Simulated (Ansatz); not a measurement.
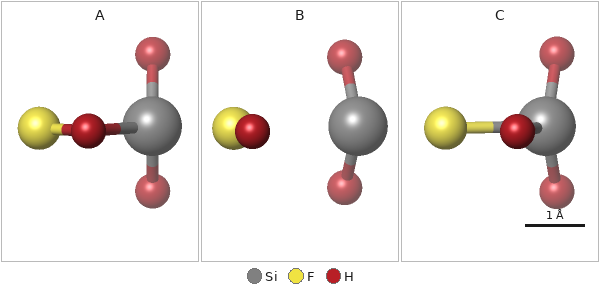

3 geometries from a converged minimum-energy path of SiH$_{3}$F, shuffled. The picture is a ball-and-stick view, seen at a tilt.

Theory: RKS PBE/def2-SVP in Ansatz. Set-up: 9 movable images; climbing image; force threshold 0.05 eV/Å; iteration limit 60; starting path through a guess of the saddle point.

Which frame is the transition state?

Answer. A. In order along the path, whose images run from 0 to 10: C (image 5, +2.40 eV), A (image 7, +3.25 eV), B (image 10, +3.12 eV). Breaking: F–Si (1.64 → 2.20 Å), H–Si (1.50 → 2.33 Å). Forming: F–H (2.55 → 0.95 Å).
